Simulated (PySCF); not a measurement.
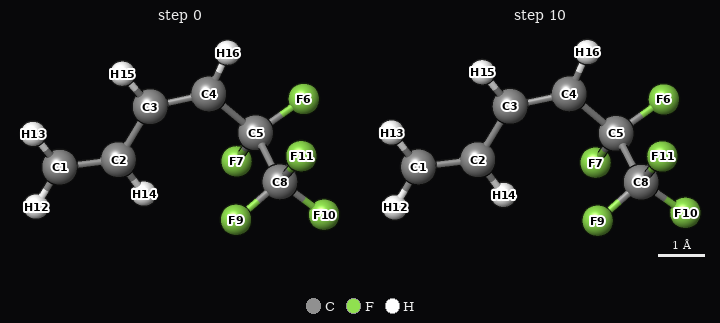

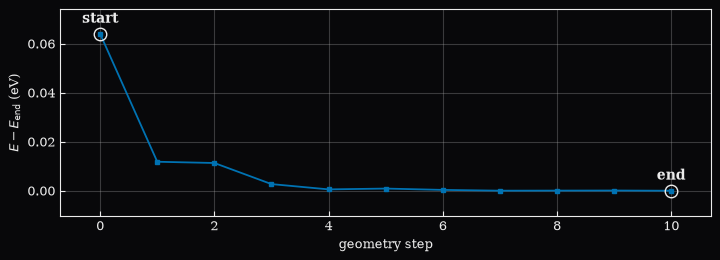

First and last geometry of a relaxation of C6H5F5, with the history of the run. The picture is a ball-and-stick view, seen at a tilt.

The start comes from GFN2-xTB.

Computed with PySCF, PBE0-D3(BJ)/def2-SVP geometry optimisation, gas phase. 

> What do the curves and the structures tell?

It converged. The energy falls by 0.064 eV in 10 geometry steps. The atom that moves furthest after the best rigid fit is F10 (0.069 Å). Largest moves by element: F 0.069 Å, H 0.051 Å, C 0.029 Å. Some distances before and after: C1–H12 1.076 → 1.092 Å, C5–C8 1.558 → 1.544 Å, C3–H15 1.082 → 1.096 Å, C1–C2 1.331 → 1.340 Å. Bond angles that change, for instance: F6–C5–F7 105.5° → 107.7°.
